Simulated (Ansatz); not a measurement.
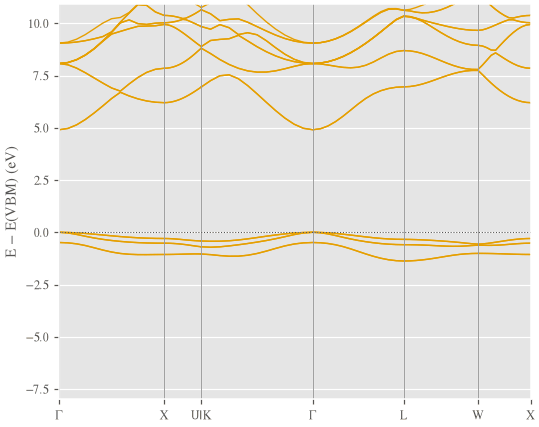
Figure. Band structure from plane-wave PAW r²SCAN with spin–orbit coupling (Ansatz code)

**Question.** Read off the gap and where the band edges lie.

**Answer.** About 4.9 eV (4.91 eV by a search for the band edges); maximum at Γ, minimum at Γ.

The material is KBr (rock salt, Fm-3m).

The r²SCAN relaxation kept the symmetry of its start; phonons on a q-mesh show no instability.

Potentials: the later of the program's two PAW sets.
